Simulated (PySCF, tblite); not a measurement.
**C₅H₆F₂OSi: geometry, infrared bands and NMR shifts**

Wanted: the infrared bands and NMR shifts of C₅H₆F₂OSi (`C#C/C=C(/O[SiH3])C(F)F`), by calculation.

Computed with tblite 0.8.0 and PySCF 2.14.0, with density-fitted response routines of our own, on a single molecule in the gas phase. Atoms count from 0, in the outputs and in this text.

### Step 1. The molecule as given

15 atoms, charge 0, multiplicity 1; geometry from: force field or distance geometry start.

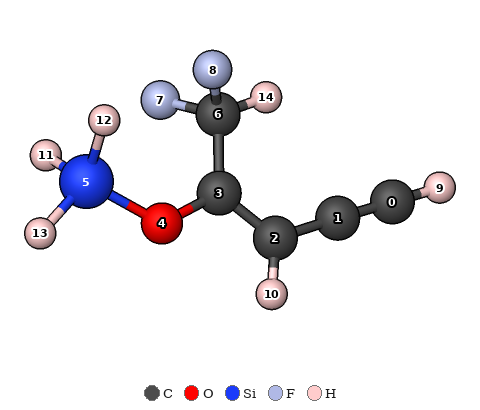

The starting geometry (carbon dark grey, oxygen red, silicon blue, fluorine light blue, hydrogen pink), atoms numbered; sticks join atoms by distance.

### Step 2. Optimising the geometry with GFN2-xTB

The job: settings as JSON, then the geometry in Å.

```
{"job": {"kind": "relax", "xc": "GFN2-xTB", "basis": "xTB"}, "charge": 0, "multiplicity": 1}
C      3.519900    -0.911300    -0.206100
C      2.318500    -1.058000    -0.293500
C      0.929200    -1.262600    -0.378200
C     -0.003800    -0.319200    -0.094400
O     -1.342900    -0.722400    -0.241700
Si    -2.690400     0.211400     0.035200
C      0.351500     1.071600     0.391500
F     -0.138900     2.023300    -0.440200
F     -0.185700     1.315500     1.620200
H      4.562700    -0.779400    -0.133200
H      0.584800    -2.239100    -0.722400
H     -2.692400     1.397900    -0.846400
H     -2.744700     0.617900     1.473400
H     -3.894200    -0.590200    -0.263700
H      1.422100     1.252600     0.480500
```

Started as:

```bash
$ OMP_NUM_THREADS=1 python probes_run.py task.json out
```

The driver reads the jobs from task.json and runs them one after another.

**Question.** This job is followed by: GFN2-xTB harmonic vibrations, gas phase; GIAO PBE0/pcSseg-1 NMR shielding, non-relativistic, gas phase. What will the session give for the following? strongest single infrared mode (GFN2-xTB); zero-point energy (GFN2-xTB); ¹³C shifts against TMS (PBE0/pcSseg-1); ¹H shifts against TMS (PBE0/pcSseg-1, means over atoms taken as alike); ¹⁷O shifts against H2O (PBE0/pcSseg-1); ²⁹Si shifts against TMS (PBE0/pcSseg-1); ¹⁹F shifts against CFCl3 (PBE0/pcSseg-1, means over atoms taken as alike).

As calculated:

| quantity | value |
| --- | --- |
| strongest single infrared mode (GFN2-xTB) | 824 cm⁻¹, 482 km/mol |
| zero-point energy (GFN2-xTB) | 56.8 kcal/mol |
| ¹³C shifts against TMS (PBE0/pcSseg-1) | 165.0, 117.0, 102.2, 94.8, 81.7 ppm |
| ¹H shifts against TMS (PBE0/pcSseg-1, means over atoms taken as alike) | 7.35, 5.54, 5.17, 3.05 ppm |
| ¹⁷O shifts against H2O (PBE0/pcSseg-1) | 100.0 ppm |
| ²⁹Si shifts against TMS (PBE0/pcSseg-1) | -33.0 ppm |
| ¹⁹F shifts against CFCl3 (PBE0/pcSseg-1, means over atoms taken as alike) | -141.6 ppm |

**Reading.** The optimisation took 39 steps and gained 0.267 eV; among the close pairs (by a distance rule), C3–O4 changed most, from 1.406 to 1.331 Å. The lowest mode is imaginary (41i cm⁻¹), so the xTB geometry is not a minimum. GFN2-xTB is a fitted tight-binding method: band positions and strengths are rough. Its intensities can rank the bands wrongly. C3 (alkene carbon bearing oxygen) lies farthest downfield among carbon, at 165.0 ppm; an sp2 carbon further deshielded by the attached heteroatom. H14 (hydrogen on an allylic sp3 CH bonded to 2 F) lies farthest downfield among hydrogen, at 7.35 ppm; its carbon carries F, an electronegative neighbour. At PBE0/pcSseg-1: The largest span, 295 ppm, is at C1, where the paramagnetic term is -150 ppm.
